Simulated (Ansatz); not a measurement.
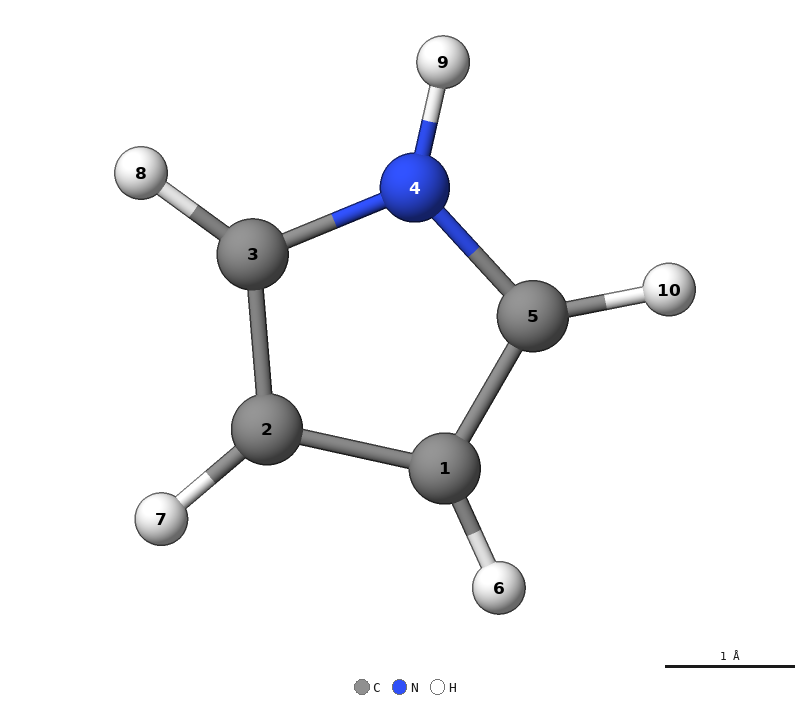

Figure made from data computed with Ansatz.

Numbered structure. Geometry: moved along internal coordinates away from the minimum.

**Describe the coordination of atom 1.**

C1 has 3 neighbours (C2 at 1.42, C5 at 1.37, H6 at 1.02 Å); the arrangement is trigonal planar.

**What is the geometry at C2?**

C2 has 3 neighbours (C1 at 1.42, C3 at 1.37, H7 at 1.08 Å); the arrangement is trigonal planar.

**What is the geometry at C5?**

C5 has 3 neighbours (C1 at 1.37, N4 at 1.36, H10 at 1.08 Å); the arrangement is trigonal planar.

**How are the neighbours of atom 4 arranged?**

N4 has 3 neighbours (C3 at 1.36, C5 at 1.36, H9 at 1.00 Å); the arrangement is trigonal planar.

**What is the dihedral angle C5–C1–C2–C3?**

0° in size, that is syn (eclipsed).
